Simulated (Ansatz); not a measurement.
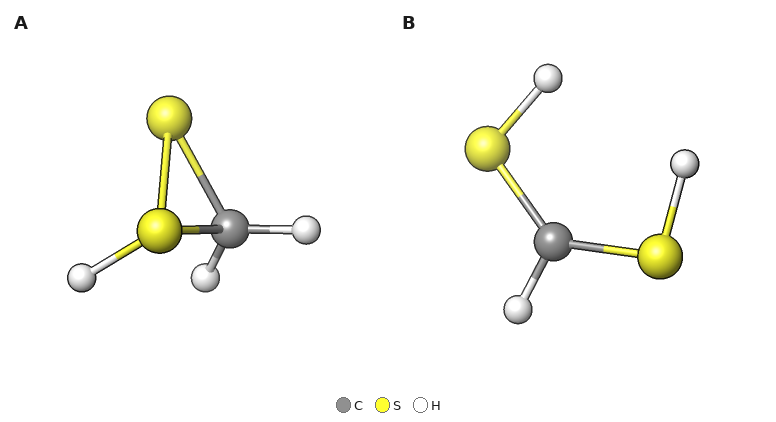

2 stationary structures of one formula. Charge +1, singlet. Geometries: PBE-D4/def2-SVP. Electronic energies: PBE-D4/def2-SVP (Ansatz 0.2.0), without zero-point energy. No frequency run is at hand to confirm each as a minimum.

Question: Which is lowest in energy, and by how much?

Answer: B is lowest (C2v); A lies 84.6 kJ/mol above it (C1).
